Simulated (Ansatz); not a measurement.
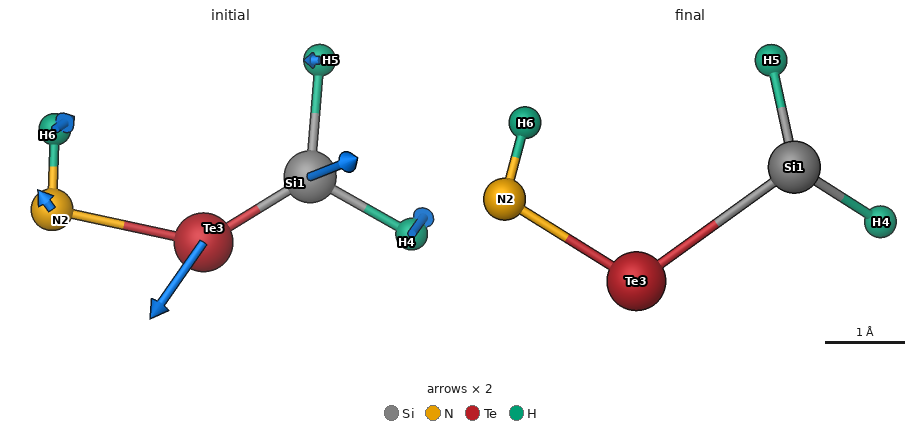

The structure of SiNH₃Te before (left) and after (right) a relaxation, at one scale. The blue arrows give the displacements, magnified 2 times.

The picture is a ball-and-stick view, seen at a tilt.

It is one of the separated reactants of a reaction.

All numbers below come from RKS PBE-D4/def2-SVP (Ansatz 0.2.0). Set-up: force threshold 0.03 eV/Å; at most 250 steps.

Describe what moved and what it gained.

The energy falls by 1460.1 kJ/mol in 12 accepted moves (17 points after the start). Largest force component: 42 eV/Å at the start, 0.019 eV/Å at the end. The line search rejected the trial steps at points 5, 11, 13, 14, 16 of the run. The atom that moves furthest after the best rigid fit is Te3 (0.61 Å). Largest moves by element: Te 0.61 Å, Si 0.54 Å, H 0.38 Å, N 0.16 Å. Some distances before and after: Si1–Te3 1.593 → 2.472 Å, Si1–H4 1.476 → 1.515 Å, Si1–H5 1.486 → 1.513 Å, N2–H6 1.020 → 1.045 Å. Among the angles between lasting bonds that change: Si1–Te3–N2 136.3° → 112.2°, Te3–Si1–H5 126.5° → 109.8°, Te3–Si1–H4 119.0° → 106.3°. Groups turn about N2–Te3 by about 20°. Cost: 21 s on 2 threads of Arm Neoverse V2 (shared host).
